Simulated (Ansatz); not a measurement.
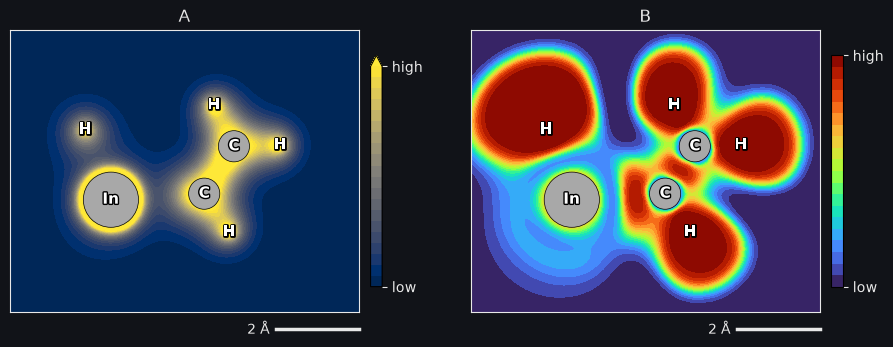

C$_{2}$H$_{6}$In (SMILES C=[CH][InH3-]) (charge −1): 2 fields on the plane of atoms C2, C1 and H4, with unlabelled colour scales. Grey discs cover the atomic cores.

Geometry: BLYP-D3(BJ)/def2-SVPD; core potentials replace the inner electrons of In.

Level of theory: isolated molecule in a Gaussian basis; Kohn-Sham density functional theory, functional PBE0 (Ansatz 0.2.0).

Question: Which field does each panel show? The fields are: electron density and electron localisation function.

Answer: Panel A: electron density. Panel B: electron localisation function. From the grid: C–C (1.35 Å): ρ at the midpoint is about 2.3 e/Å³; the ELF peaks at about 0.90 between the atoms: a covalent bond. C–In (2.26 Å): ρ at the midpoint is about 0.54 e/Å³; the ELF peaks at about 0.95 in the valence shell of C, 0.7 Å from its nucleus, and drops to about 0.15 between the two atoms.
